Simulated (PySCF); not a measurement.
```tsv
atom	x (Å)	y (Å)	z (Å)
C	-1.6157	2.2028	0.2159
C	-0.5504	1.4773	-0.5951
C	-0.4203	-0.0402	-0.3180
C	-1.7111	-0.7581	-0.6995
C	-1.9963	-2.1935	-0.3549
C	-2.8177	-1.1011	0.2614
Si	0.1893	-0.3451	1.4649
C	1.8148	0.5722	1.7278
Si	3.1816	0.0291	0.5497
C	2.5749	0.1249	-1.2306
Si	0.9184	-0.7392	-1.4859
H	-1.4035	2.1672	1.2961
H	-1.6744	3.2624	-0.0757
H	-2.6090	1.7556	0.0630
H	0.4227	1.9727	-0.4332
H	-0.7693	1.6149	-1.6713
H	-2.0623	-0.4609	-1.6973
H	-1.2845	-2.7205	0.2860
H	-2.4529	-2.8235	-1.1225
H	-3.8503	-0.9691	-0.0729
H	-2.6643	-0.8848	1.3222
H	-0.8081	0.0891	2.4957
H	0.4292	-1.8081	1.6786
H	2.1498	0.4034	2.7655
H	1.6437	1.6574	1.6220
H	3.5480	-1.3889	0.8632
H	4.4055	0.8729	0.7401
H	2.4808	1.1834	-1.5286
H	3.3281	-0.3275	-1.8979
H	0.4357	-0.5496	-2.8941
H	1.0907	-2.2057	-1.2426
```

Geometry: PBE0-D3(BJ)/def2-SVP.

Method: PBE0/def2-SVPD, SCF density, gas phase (PySCF).

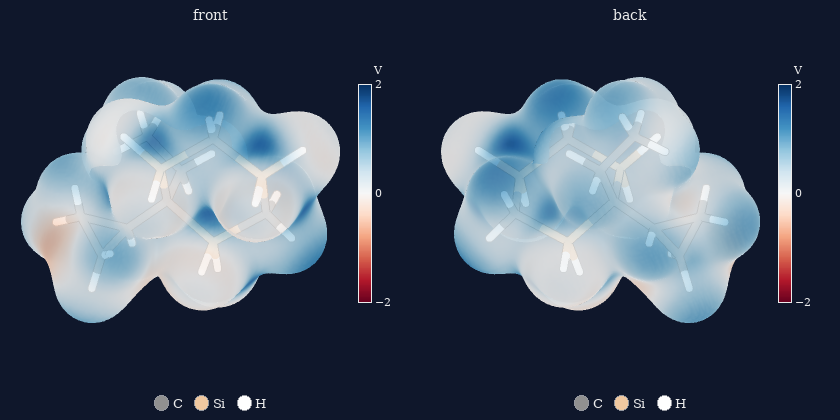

C8H20Si3 (SMILES CCC1(C2CC2)[SiH2]C[SiH2]C[SiH2]1). The electrostatic potential painted on the density surface at 0.004 e/bohr³, seen from the front and from behind; the colour scale runs from red (negative) to blue (positive).

### Where is the surface potential most negative and most positive?

The most negative region (about −0.5 V) lies over C5 and C6, the most positive (about +1.5 V) over Si7, Si9 and Si11.
